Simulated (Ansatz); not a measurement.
BCl$_{3}$···HF

Input file:

```
crystal:
  periodic: [false, false, false]
  atoms:
    - { symbol: B, position_ang: [-0.003762, 0.670662, -0.583246] }
    - { symbol: Cl, position_ang: [1.71426, 0.067399, -0.477881] }
    - { symbol: Cl, position_ang: [-1.044424, 0.013631, -1.800718] }
    - { symbol: Cl, position_ang: [-0.494475, 1.972188, 0.447508] }
    - { symbol: H, position_ang: [0.362125, -1.459978, 1.183559] }
    - { symbol: F, position_ang: [-0.533624, -1.263902, 1.230778] }
basis:
  gaussian: { orbitals: "6-31G*" }
hamiltonian:
  xc: cam_b3lyp
  dispersion: d4
relax:
  f_tol: 0.03
  max_steps: 50
output:
  orbitals: {}
```

Launched as:

```sh
ansatz run input.yaml --threads 2 --pin off --max-ram 3072MiB --backend cpu --events-out ev --progress --plain --runs-dir out
```

The fields are those of the relaxed geometry.

Level of theory: RKS CAM-B3LYP-D4/6-31G* (Ansatz 0.2.0).

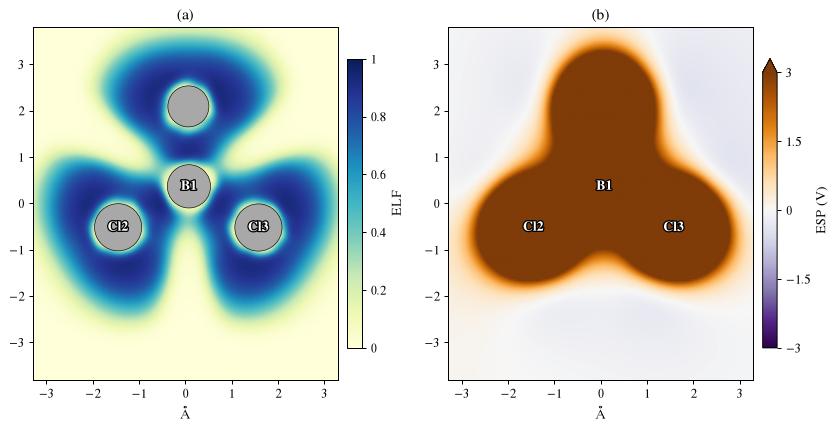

Figure 1. (a) ELF; (b) electrostatic potential on the plane of atoms Cl2, B1 and Cl3. Grey discs cover the atomic cores in the ELF map.

Question: What do the fields say about this system?

Answer:
- The section cuts through B and Cl sites.
- B–Cl (1.74 Å): the ELF peaks at about 0.90 between the atoms (a polar covalent bond).
- The ELF also peaks beside Cl2, Cl3 and Cl4, away from the bonds: lone-pair regions.
- Outside the dense part of the complex the potential is most negative (−0.4 V) near Cl3 and Cl4, which lies off the plane.

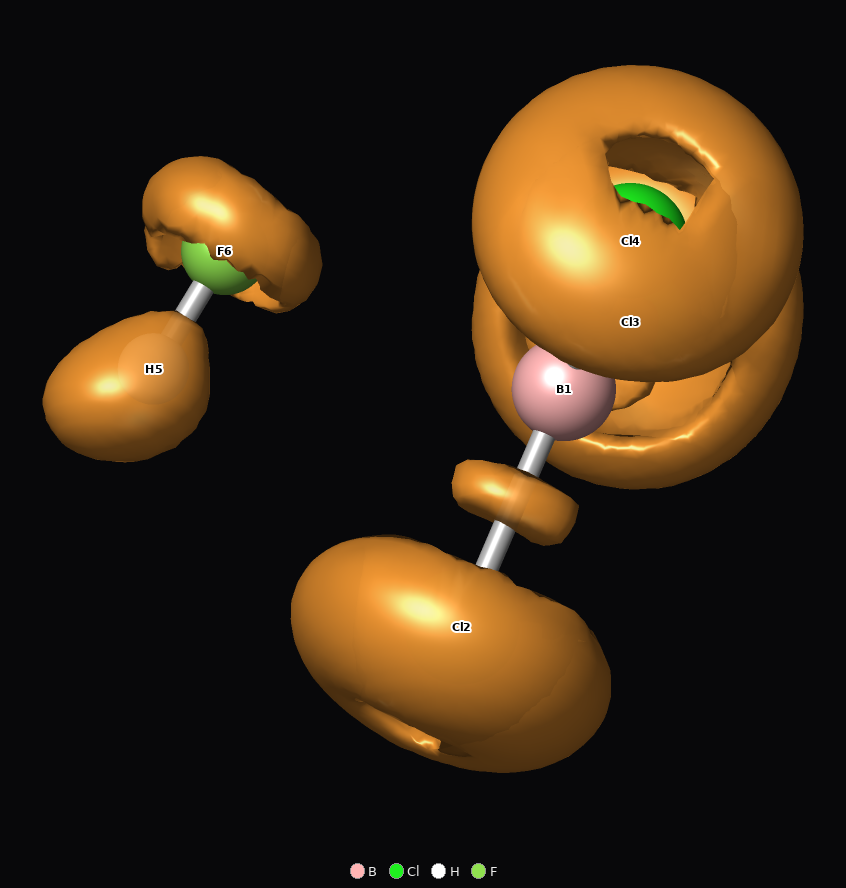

Figure 2. Isosurface of the ELF at 0.85 (orange), seen from one side. Core shells and regions of very low density are left out.

Question: Describe the localisation domains.

Answer: The ELF exceeds this value in three regions between bonded B–Cl atoms (shared pairs), one region around a hydrogen nucleus, three rings or bowls of non-bonding electrons around Cl and one region wrapped around F (its lone pairs, merged into a ring or cap).


B1···F6 (2.47 Å): the ELF is about 0.10 at the midpoint.

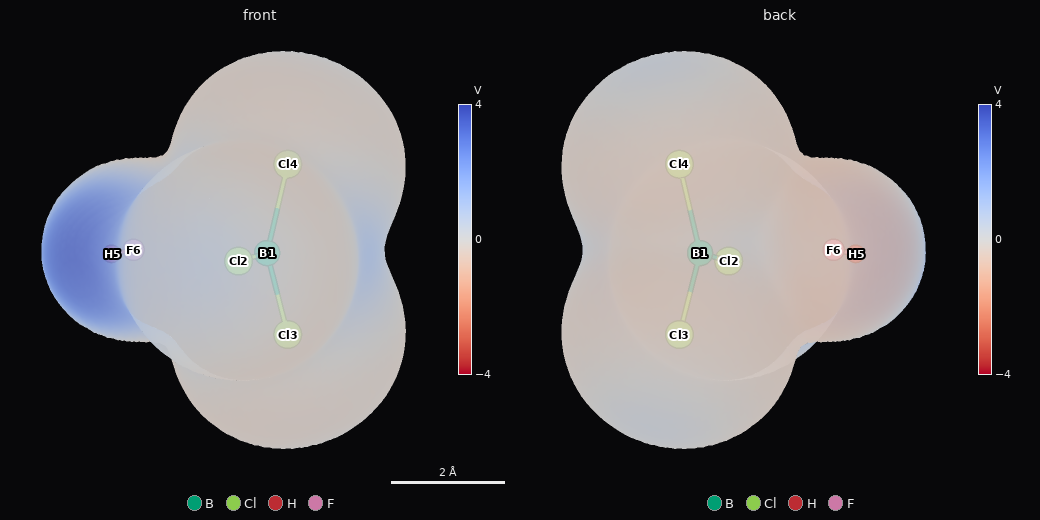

Figure 3. The electrostatic potential painted on the density surface at 0.001 e/bohr³, seen from the front and from behind; red is negative and blue positive.

Question: Where is the surface potential most negative and most positive?

Answer: The most negative region (about −0.7 V) lies over F6, the most positive (about +3.0 V) over H5. Cl3 shows a σ-hole: about +0.2 V at the tip opposite its bond, against about −0.3 V on its flanks. Cl4 shows a σ-hole: about +0.2 V at the tip opposite its bond, against about −0.3 V on its flanks.
